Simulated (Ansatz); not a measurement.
```xyz
4

Ga   -0.3361   -1.0027   -0.4835
H     1.1574    0.5096    0.7880
H     1.6213   -0.0985    0.8266
H    -0.8640    0.5916   -0.2195
```

Method: Ansatz 0.2.0, RKS PBE-D4/def2-TZVP.

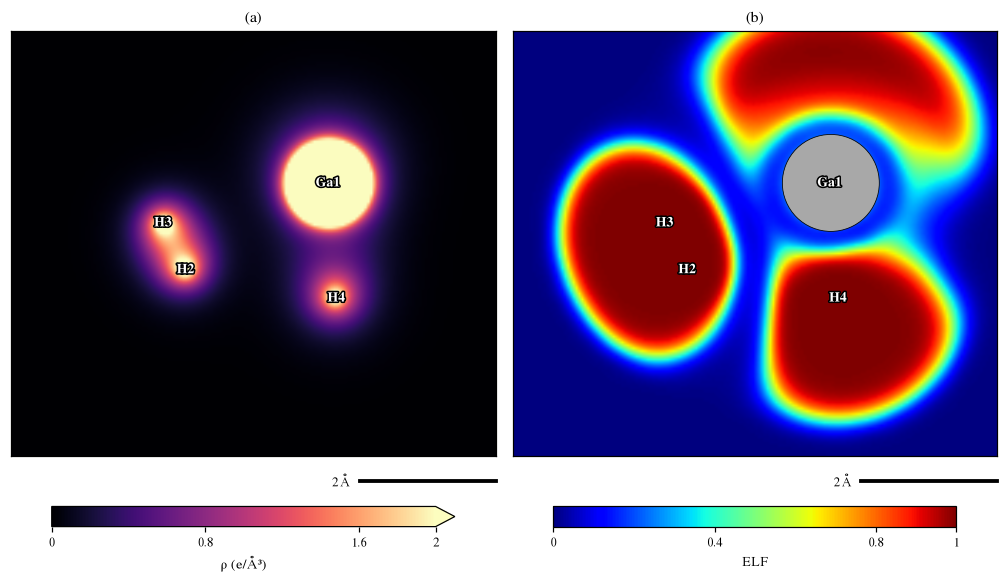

GaH···H$_{2}$. (a) total electron density; (b) electron localisation function on the molecular plane. Grey discs cover the atomic cores in the ELF map.

Question: Interpret the plot.

Answer: Atoms in the plane: Ga and H. Ga1···H2 (2.48 Å): the density falls to about 0.12 e/Å³ on the way; the ELF dips to about 0.10 between them. H–H (0.77 Å): ρ is about 1.7 e/Å³ halfway; the ELF is about 1 at the midpoint. Ga–H (1.70 Å): ρ is about 0.73 e/Å³ halfway; the ELF climbs to about 1 towards the hydrogen.
